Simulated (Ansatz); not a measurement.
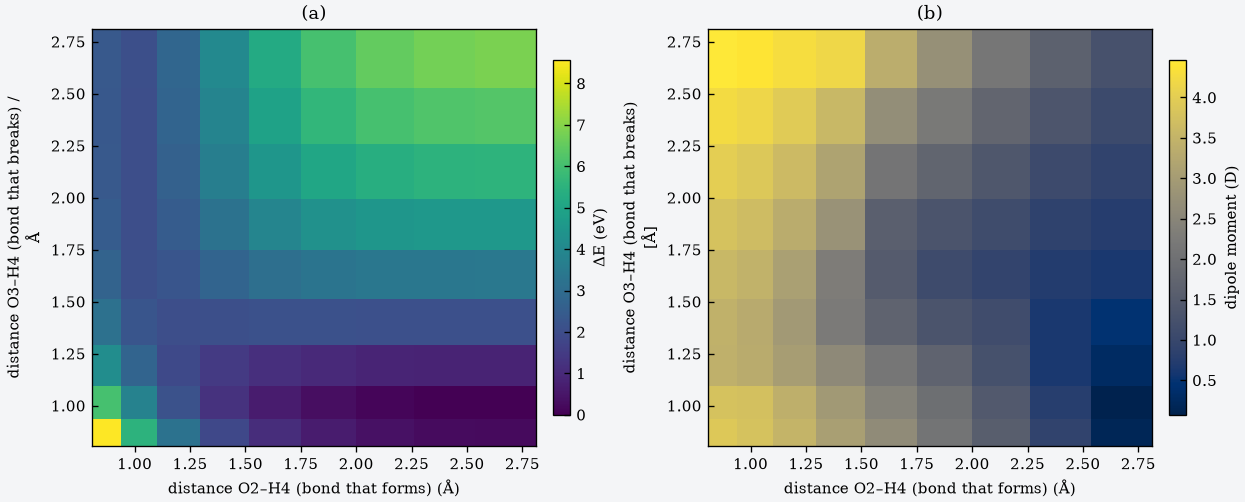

The reacting system H4O4Si. 
- The first coordinate is: distance O2–H4 (bond that forms); the second: distance O3–H4 (bond that breaks).
- Relaxed at each point: all other coordinates.
- The scan uses a 9 × 9 grid.
- Points are written as (first, second).
- Energies: eV, counted from the lowest grid point.
- The reference is spin-restricted, so regions where a bond is pulled apart into radicals lie too high.
- All numbers below come from RKS PBE0-D4/def2-SVP (Ansatz 0.2.0).

Panel (a) is the energy and panel (b) the computed dipole moment on the same grid.

In the figure: one coloured cell a grid point.

Q: How does the dipole moment vary over the map, and what is it at the lowest grid point?

A: Leaving out the highest fifth of the energies, it runs from 0.07 D at (2.673 Å, 1.007 Å) to 4.46 D at (0.873 Å, 2.673 Å). At the lowest grid point, (2.673 Å, 1.007 Å), it is 0.07 D. That point lies on the edge of the scan.

| second ↓, first → | 0.873 | 1.007 | 1.191 | 1.401 | 1.630 | 1.873 | 2.129 | 2.396 | 2.673 |
| --- | --- | --- | --- | --- | --- | --- | --- | --- | --- |
| 2.673 | 4.46 | 4.41 | 4.28 | 4.18 | 3.35 | 2.73 | 2.14 | 1.63 | 1.25 |
| 2.396 | 4.24 | 4.16 | 3.96 | 3.58 | 2.70 | 2.20 | 1.74 | 1.35 | 1.05 |
| 2.129 | 4.01 | 3.90 | 3.64 | 3.15 | 2.10 | 1.73 | 1.39 | 1.08 | 0.89 |
| 1.873 | 3.79 | 3.67 | 3.33 | 2.78 | 1.59 | 1.31 | 1.11 | 0.87 | 0.76 |
| 1.630 | 3.58 | 3.45 | 3.07 | 2.29 | 1.49 | 1.09 | 0.92 | 0.71 | 0.64 |
| 1.401 | 3.44 | 3.30 | 2.95 | 2.25 | 1.69 | 1.32 | 1.13 | 0.63 | 0.48 |
| 1.191 | 3.43 | 3.32 | 3.02 | 2.59 | 2.13 | 1.69 | 1.22 | 0.63 | 0.29 |
| 1.007 | 3.78 | 3.75 | 3.40 | 2.93 | 2.42 | 1.97 | 1.44 | 0.78 | 0.07 |
| 0.873 | 3.90 | 3.79 | 3.51 | 3.06 | 2.62 | 2.09 | 1.55 | 0.88 | 0.17 |
